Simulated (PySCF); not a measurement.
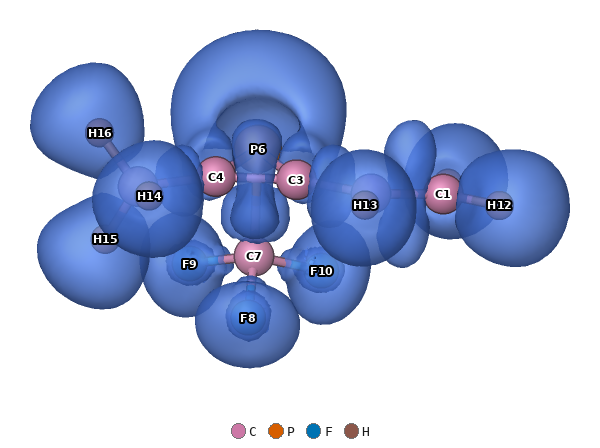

*C₆H₆F₃P (SMILES C=CC1=C(C)P1C(F)(F)F). Isosurface of the ELF at 0.75 (blue), seen from one side. Only the valence region is drawn (cores and ρ < 0.01 e/Å³ removed).*

Geometry: GFN2-xTB.

Computed with PBE0/pcSseg-1, SCF density, gas phase, non-relativistic (PySCF 2.14.0).

| atom | x (Å) | y (Å) | z (Å) |
| --- | --- | --- | --- |
| C | 1.8633 | -2.0946 | 0.1474 |
| C | 1.6428 | -0.9021 | 0.6923 |
| C | 0.7218 | 0.0313 | 0.1402 |
| C | 0.0739 | 1.1774 | 0.2171 |
| C | -0.2256 | 2.4034 | 0.9589 |
| P | -0.3326 | 0.2953 | -1.3418 |
| C | -1.9016 | -0.6329 | -0.7183 |
| F | -1.9903 | -0.7160 | 0.6212 |
| F | -3.0269 | -0.0289 | -1.1369 |
| F | -1.9421 | -1.8917 | -1.1857 |
| H | 1.3438 | -2.3980 | -0.7477 |
| H | 2.5521 | -2.7997 | 0.5774 |
| H | 2.1484 | -0.5839 | 1.5956 |
| H | 0.4392 | 2.4989 | 1.8162 |
| H | -1.2588 | 2.3773 | 1.3079 |
| H | -0.1147 | 3.2733 | 0.3122 |

Identify the bonds, lone pairs and shells in this picture.

Answer. The surface consists of four regions between bonded C–C atoms (shared pairs), one region between bonded C–P atoms (shared pairs), six regions around hydrogen nuclei, three regions on F in which the atom's valence shell and bonds are merged and one region on P in which the atom's valence shell and bonds are merged. Profiles from the grid: C–C (1.32 Å): the ELF peaks at about 0.85 between the atoms; a multiple bond. C–F (1.34 Å): the ELF peaks at about 0.85 between the atoms: a polar covalent bond.
